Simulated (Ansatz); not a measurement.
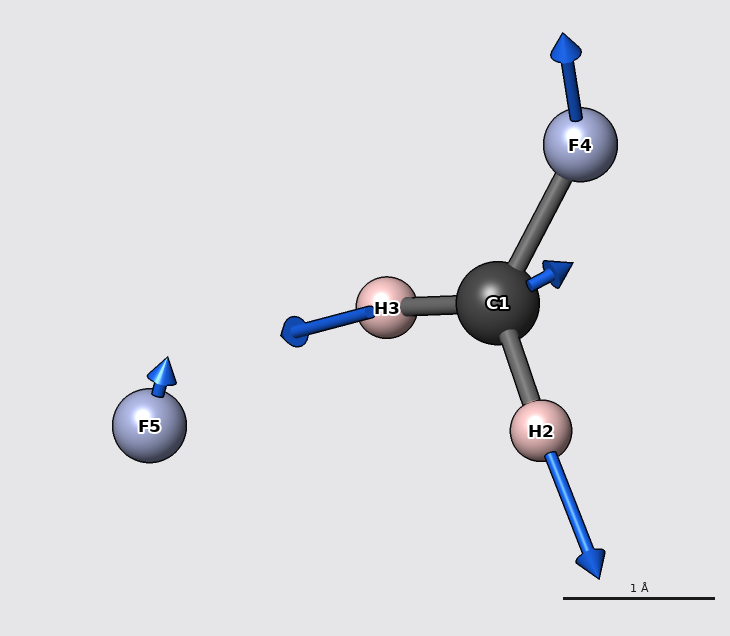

Arrows show the forces on the atoms, 9 Å of arrow for 1 eV/Å; forces under a tenth of the largest aren't drawn. Charge +1, doublet. Level of theory: UHF/def2-SVP (Ansatz).

List the force components in the frame of the picture (x right, y up, z towards the viewer), in eV/Å.

```
atom     Fx     Fy     Fz
  C1   0.03   0.02  −0.01
  H2   0.04  −0.09   0.05
  H3  −0.07  −0.02  −0.09
  F4  −0.01   0.06   0.05
  F5   0.01   0.03   0.01
```
